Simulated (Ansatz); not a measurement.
Bond-angle distributions (per cent of the angles at each element, bins of 10°) of a relaxed model of amorphous Sb$_{22}$Se$_{33}$ at 5.45 g/cm³. These are PBE-D3(BJ), scalar-relativistic without spin-orbit coupling, PAW (Ansatz default set, large-core Se) (plane waves to 420 eV; Ansatz, an electronic-structure program) values and carry that method's errors.

A CHGNet melt-quench gave the starting glass, which DFT then relaxed. The hot cell started wider than the set density and was brought back towards it in steps. It is the lowest in DFT energy of 4 quenches. It is a model cell: composition and starting density were chosen by hand, and all elements were melted together. The geometry includes D3(BJ) dispersion. Its density started from a set value of 5.35 and ended at 5.45 g/cm³. The quench (nominally 110 K/ps over its main leg) was far faster than any real one, so the model tends to hold more defects than a real film. Values belong to this one cell and scatter from quench to quench. The volume was free in the relaxation, at fixed shape. On a 2×2×2 Γ-centred mesh force components of up to 0.13 eV/Å stay, since the relaxation ran on one k-point at (1/4, 1/4, 1/4).

Cut-offs for bonds: Sb-Sb 3.34 Å, Sb-Se 3.20 Å, Se-Se 2.76 Å.

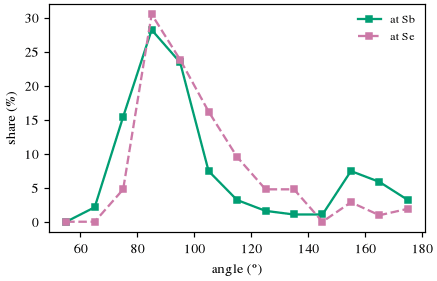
Figure. Bond-angle distributions

They go with these counts of neighbours within the cut-offs, cation contacts included: Sb mean 4.5, most often 5; Se mean 3.0, most often 3.
